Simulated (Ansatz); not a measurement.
# H₄O₃SeZr: how energies converge with the basis set

Aim: see how fast density functionals converge with the basis set for H₄O₃SeZr.

Method: one geometry, several basis sets; program: Ansatz 0.2.0, Gaussian basis.

Levels to be run: PBE0-D4/def2-SVP; ωB97M-V/def2-SVP; PBE0-D4/def2-QZVPP; ωB97M-V/def2-QZVPP; the functionals' def2-TZVPP values are taken from earlier runs.

**1. The geometry**

The geometry comes from an earlier relaxation with PBE0-D4 in a triple-zeta def2 set; it is a stationary point, not always the lowest conformer. Zr takes the def2 core potential; no spin-orbit term is included.

9 atoms, charge 0, spin multiplicity 1.

Atoms are counted from 1 here; the program's logs count them from 0.

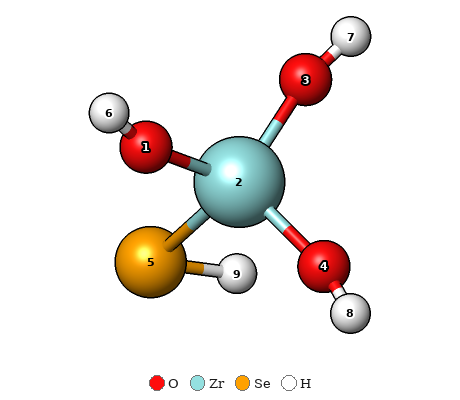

The structure; oxygen red, zirconium light teal, selenium orange, hydrogen white; atoms are numbered from 1 in the order of the file.

Coordinates:

```xyz
9
H4O3SeZr
O    -1.25904   -0.01689    1.64960
Zr   -0.08350   -0.02365    0.14196
O     1.74819    0.23187    0.63598
O    -0.23518   -1.64047   -0.87467
Se   -0.89339    2.00067   -1.31196
H    -1.59860   -0.03757    2.53970
H     2.68861    0.16141    0.76748
H    -0.57072   -2.43140   -1.28554
H     0.20364    1.75602   -2.26254
```

**2. PBE0-D4 in def2-SVP**

File in.yaml:

```yaml
crystal:
  periodic: [false, false, false]
  atoms:
    - {symbol: O, position_ang: [-1.259041, -0.016890, 1.649601]}
    - {symbol: Zr, position_ang: [-0.083499, -0.023647, 0.141956]}
    - {symbol: O, position_ang: [1.748195, 0.231872, 0.635979]}
    - {symbol: O, position_ang: [-0.235176, -1.640466, -0.874667]}
    - {symbol: Se, position_ang: [-0.893394, 2.000672, -1.311956]}
    - {symbol: H, position_ang: [-1.598604, -0.037565, 2.539695]}
    - {symbol: H, position_ang: [2.688606, 0.161413, 0.767479]}
    - {symbol: H, position_ang: [-0.570716, -2.431396, -1.285538]}
    - {symbol: H, position_ang: [0.203638, 1.756018, -2.262539]}
basis:
  gaussian: {orbitals: def2-SVP}
hamiltonian: {xc: pbe0, dispersion: d4}
output: {orbitals: {seedname: orbitals}}
```

The run is started by

```bash
$ ansatz run in.yaml --threads 4 --pin off --events-out ev --progress --plain --max-ram 11315MiB
```

What it wrote:

```text
Functional definition: PBE0
  name "PBE0"
  cite "Adamo & Barone, J. Chem. Phys. 110, 6158 (1999) doi:10.1063/1.478522"
  cite "Perdew, Burke & Ernzerhof, Phys. Rev. Lett. 77, 3865 (1996) doi:10.1103/PhysRevLett.77.3865"
  parent pbe
  parameter a = 0.25
  parameter kappa = 0.804
  parameter beta = 0.06672455060314922
  exchange = (1 - a)*pbe_x(kappa = kappa, mu = beta*pi^2/3) + a*exact_x
  correlation = pbe_c(beta = beta)
1233 factors; integrals over basis functions are off by at most 9.1e-4 eV
mean field evaluation 1: about -72802.1016 eV, gradient 8.7e1 eV
mean field evaluation 2: about -72749.0853 eV, gradient 1.9e2 eV
mean field evaluation 4: about -72815.3104 eV, gradient 7.5e0 eV
mean field evaluation 8: about -72815.6178 eV, gradient 8.1e-1 eV
mean field evaluation 16: about -72815.6193 eV, gradient 5.7e-4 eV
mean field -72815.61927836 eV, -2675.9246522803 hartree, gradient 6.0e-5 eV, S^2 0.000000; 0 other end points of the search recorded, 0 dependent functions left out
reference -72815.61934343 eV, -2675.9246546715 hartree; 37, 37 occupied and 88, 88 virtual orbitals, 1233 factors
Total energy: -72815.80339612 eV, -2675.9314184833 hartree
```

Run time: 2 s. Hardware: 4 threads of Arm Neoverse V1, shared host.

**3. ωB97M-V in def2-SVP**

in.yaml: that of step 2 with these lines changed.

```diff
@@ -14,3 +14,3 @@
   gaussian: {orbitals: def2-SVP}
-hamiltonian: {xc: pbe0, dispersion: d4}
+hamiltonian: {xc: {name: wB97M-V}}
 output: {orbitals: {seedname: orbitals}}
```

Same command.

What it wrote, cut to the lines that bear on the results:

```text
Functional definition: wB97M-V
  name "wB97M-V"
  cite "Mardirossian & Head-Gordon, J. Chem. Phys. 144, 214110 (2016) doi:10.1063/1.4952647"
  cite "Becke, J. Chem. Phys. 107, 8554 (1997) doi:10.1063/1.475007"
  cite "Vydrov & Van Voorhis, J. Chem. Phys. 133, 244103 (2010) doi:10.1063/1.3521275"
  # Of w^i u^j: cxij and so on, Table III.
[...]
  gx(w, u) = 1 - cx + cx01*u + cx10*w
  gss(w, u) = css00 + css04*u^4 + css10*w + css20*w^2 + css43*w^4*u^3
  gos(w, u) = cos00 + cos10*w + (cos20 + cos21*u)*w^2 + (cos60 + cos61*u)*w^6
[...]
      + integral(e_c_pw_mod_opposite_spin*gos(b97_w_opposite, b97_u_opposite)) + vv10(b, c)
1233 factors; integrals over basis functions are off by at most 9.1e-4 eV
283 factors; integrals over basis functions are off by at most 9.8e-6 eV
[...]
mean field -72822.36216719 eV, -2676.1724488742 hartree, gradient 1.4e-5 eV, S^2 0.000000; 0 other end points of the search recorded, 0 dependent functions left out
reference -72822.36226981 eV, -2676.1724526456 hartree; 37, 37 occupied and 88, 88 virtual orbitals, 1233 factors
Total energy: -72822.36226981 eV, -2676.1724526456 hartree
```

It took 9 s on 4 threads of Arm Neoverse V1, shared host.

**4. PBE0-D4 in def2-QZVPP**

in.yaml: that of step 3 with these lines changed.

```diff
@@ -13,4 +13,4 @@
 basis:
-  gaussian: {orbitals: def2-SVP}
-hamiltonian: {xc: {name: wB97M-V}}
+  gaussian: {orbitals: "def2-QZVPP.json"}
+hamiltonian: {xc: pbe0, dispersion: d4}
 output: {orbitals: {seedname: orbitals}}
```

Same command.

What it wrote:

```text
Functional definition: PBE0
  name "PBE0"
  cite "Adamo & Barone, J. Chem. Phys. 110, 6158 (1999) doi:10.1063/1.478522"
  cite "Perdew, Burke & Ernzerhof, Phys. Rev. Lett. 77, 3865 (1996) doi:10.1103/PhysRevLett.77.3865"
  parent pbe
  parameter a = 0.25
  parameter kappa = 0.804
  parameter beta = 0.06672455060314922
  exchange = (1 - a)*pbe_x(kappa = kappa, mu = beta*pi^2/3) + a*exact_x
  correlation = pbe_c(beta = beta)
1790 factors; their error is unknown
mean field evaluation 1: about -72816.8283 eV, gradient 1.0e2 eV
mean field evaluation 2: about -72750.0557 eV, gradient 2.1e2 eV
mean field evaluation 4: about -72832.8611 eV, gradient 1.2e1 eV
mean field evaluation 8: about -72833.1901 eV, gradient 2.9e-1 eV
mean field evaluation 16: about -72833.4041 eV, gradient 1.5e-4 eV
mean field -72833.40408390 eV, -2676.5782318287 hartree, gradient 8.4e-5 eV, S^2 0.000000; 0 other end points of the search recorded, 0 dependent functions left out
reference -72833.40412970 eV, -2676.5782335122 hartree; 37, 37 occupied and 424, 424 virtual orbitals, 1790 factors
Total energy: -72833.58818240 eV, -2676.5849973240 hartree
```

Run time: 11 s. Hardware: 4 threads of Arm Neoverse V1, shared host; peak memory 1.8 GiB.

**5. ωB97M-V in def2-QZVPP**

in.yaml: that of step 4 with these lines changed.

```diff
@@ -14,3 +14,3 @@
   gaussian: {orbitals: "def2-QZVPP.json"}
-hamiltonian: {xc: pbe0, dispersion: d4}
+hamiltonian: {xc: {name: wB97M-V}}
 output: {orbitals: {seedname: orbitals}}
```

Launched as before.

What it wrote, cut to the lines that bear on the results:

```text
Functional definition: wB97M-V
  name "wB97M-V"
  cite "Mardirossian & Head-Gordon, J. Chem. Phys. 144, 214110 (2016) doi:10.1063/1.4952647"
  cite "Becke, J. Chem. Phys. 107, 8554 (1997) doi:10.1063/1.475007"
  cite "Vydrov & Van Voorhis, J. Chem. Phys. 133, 244103 (2010) doi:10.1063/1.3521275"
  # Of w^i u^j: cxij and so on, Table III.
[...]
  gx(w, u) = 1 - cx + cx01*u + cx10*w
  gss(w, u) = css00 + css04*u^4 + css10*w + css20*w^2 + css43*w^4*u^3
  gos(w, u) = cos00 + cos10*w + (cos20 + cos21*u)*w^2 + (cos60 + cos61*u)*w^6
[...]
      + integral(e_c_pw_mod_opposite_spin*gos(b97_w_opposite, b97_u_opposite)) + vv10(b, c)
1721 factors; their error is unknown
400 factors; integrals over basis functions are off by at most 1.9e-5 eV
[...]
mean field -72840.22498115 eV, -2676.8288951795 hartree, gradient 1.9e-5 eV, S^2 0.000000; 0 other end points of the search recorded, 0 dependent functions left out
reference -72840.22505823 eV, -2676.8288980120 hartree; 37, 37 occupied and 424, 424 virtual orbitals, 1721 factors
Total energy: -72840.22505823 eV, -2676.8288980120 hartree
```

Wall time 26 s (4 threads of Arm Neoverse V1, shared host); peak memory 2.2 GiB.

**6. Density functionals: the series**

The def2-TZVPP values come from earlier runs at the same geometry.

| functional | basis | functions | energy (eV) | from the largest (eV) | HOMO (eV) | LUMO (eV) |
| --- | --- | --- | --- | --- | --- | --- |
| PBE0-D4 | def2-SVP | 125 | -72815.8034 | 17.785 | -6.37 | -0.33 |
| PBE0-D4 | def2-TZVPP | 253 | -72831.7655 | 1.823 | -6.55 | -0.54 |
| PBE0-D4 | def2-QZVPP | 461 | -72833.5882 | 0.000 | -6.58 | -0.59 |
| ωB97M-V | def2-SVP | 125 | -72822.3623 | 17.863 | -8.46 | 0.89 |
| ωB97M-V | def2-TZVPP | 253 | -72838.4673 | 1.758 | -8.65 | 0.58 |
| ωB97M-V | def2-QZVPP | 461 | -72840.2251 | 0.000 | -8.69 | 0.39 |

**7. Outcome**

| quantity | value |
| --- | --- |
| PBE0-D4: double and triple zeta above quadruple | 17.78, 1.82 eV |
| ωB97M-V: double and triple zeta above quadruple | 17.86, 1.76 eV |

What this shows: For PBE0-D4 the step from double to triple zeta gains 15.96 eV and the next only 1.82 eV. These are total energies; as a rule much of such shifts cancels in differences, which this series doesn't test. The LUMO of ωB97M-V is positive and keeps falling with the basis (0.89 to 0.39 eV): an unbound level that the basis holds in place.

For PBE0-D4 the largest set took about 5 times as long as the smallest (11 s against 2 s).
